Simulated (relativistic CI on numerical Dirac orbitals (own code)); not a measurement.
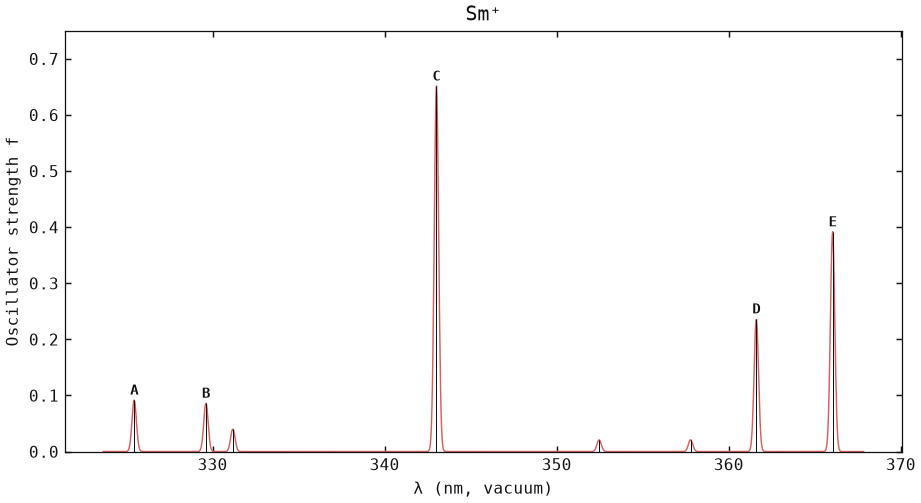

The plot shows absorption lines from the lowest level (oscillator strengths f) for Sm⁺ (samarium, Z = 62). Computed by relativistic CI on Dirac orbitals, KLI exchange-only orbitals, Breit term, model QED, valence Slater integrals scaled by 0.85, configurations tied to the tabulated ionisation limit (in-house radial CI code). The envelope is a Gaussian of full width 0.3 nm, scaled to the tallest stick.

Q: Assign the lettered lines.

A: A: 4f⁶ 6p J = 3/2 (odd, mixed, level 164) ← 4f⁶ 6s ⁸F₁/₂, 325.4 nm, f = 0.092; B: 4f⁶ 6p ⁸F°₁/₂ ← 4f⁶ 6s ⁸F₁/₂, 329.6 nm, f = 0.086; C: 4f⁶ 6p ⁸D°₃/₂ ← 4f⁶ 6s ⁸F₁/₂, 343.0 nm, f = 0.65; D: 4f⁶ 6p ⁸G°₃/₂ ← 4f⁶ 6s ⁸F₁/₂, 361.6 nm, f = 0.24; E: 4f⁶ 6p ⁸G°₁/₂ ← 4f⁶ 6s ⁸F₁/₂, 366.0 nm, f = 0.39. The strongest, C, lies in the ultraviolet region.

Caveat: configurations built on the next ion are tied to the tabulated ionisation energy, low ones can still be off by several thousand cm⁻¹ and the others by 10000 or more; rates and lifetimes follow the computed energies and can be off by orders of magnitude; one shift a configuration: terms inside it, and wavelengths, can be off by thousands of cm⁻¹; only a limited list of configurations is included, so lower levels can be missing; not all moves of one electron into or out of the f shell are listed, so low levels are missing; only lines among the lowest 300 of 9343 levels are drawn, so those from 4f⁵ 6s² and 4f⁶ 6p are incomplete.
